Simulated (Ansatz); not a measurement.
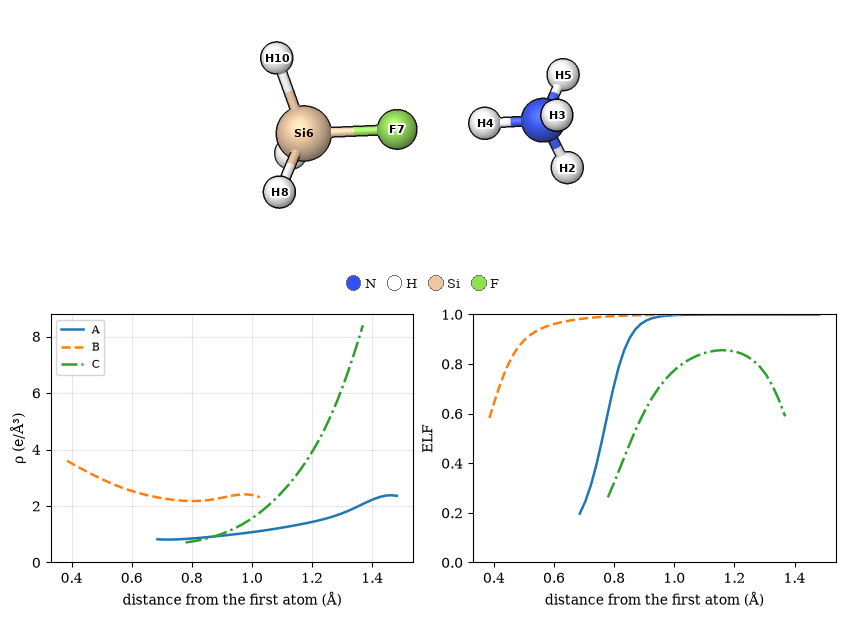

FH₇NSi (charge +1). Total electron density and ELF along straight lines between neighbouring atoms. The curves leave out the atomic cores. The structure is drawn too.

At this geometry the atoms fall into two loosely joined parts.

All numbers below come from RKS PBE0-D4/def2-SVP in Ansatz.

Input file:

```
crystal:
  periodic: [false, false, false]
  atoms:
    - { symbol: "N", position_ang: [0.0194, -0.0148, -1.9137] }
    - { symbol: H, position_ang: [0.7622, -0.4354, -2.4812] }
    - { symbol: H, position_ang: [-0.2958, 0.8604, -2.3451] }
    - { symbol: H, position_ang: [0.3896, 0.1917, -0.9543] }
    - { symbol: H, position_ang: [-0.7679, -0.6664, -1.829] }
    - { symbol: Si, position_ang: [-0.0781, -0.019, 2.0703] }
    - { symbol: F, position_ang: [0.6936, 0.4119, 0.6566] }
    - { symbol: H, position_ang: [0.4763, 0.8504, 3.078] }
    - { symbol: H, position_ang: [0.2393, -1.4344, 2.0972] }
    - { symbol: H, position_ang: [-1.4387, 0.2556, 1.6212] }
total_charge: 1
basis:
  gaussian: { orbitals: def2-SVP }
hamiltonian:
  xc: pbe0
  dispersion: d4
relax:
  f_tol: 0.02
  max_steps: 40
scf:
  lower_state_search: "off"
output:
  orbitals: {}
```

Run with:

```sh
ansatz run input.yaml --threads 1 --pin off --max-ram 2048MiB --backend cpu --events-out ev --progress --plain --runs-dir out
```

The fields are those of the relaxed geometry.

Question: Which curve belongs to which contact (N–H, Si–F and Si–H)? The first atom named is at distance zero.

Answer: Curve A: Si–H (1.48 Å): ρ at the midpoint is about 0.81 e/Å³; the ELF climbs to about 1 towards the hydrogen, as it does in any bond to H. Curve B: N–H (1.03 Å): ρ at the midpoint is about 2.9 e/Å³; the ELF climbs to about 1 towards the hydrogen; an ordinary covalent bond to hydrogen. Curve C: Si–F (1.68 Å): the density is about 0.83 e/Å³ at the midpoint; the ELF peaks at about 0.85 in the valence shell of F, 0.5 Å from its nucleus, and is about 0.45 at the midpoint.
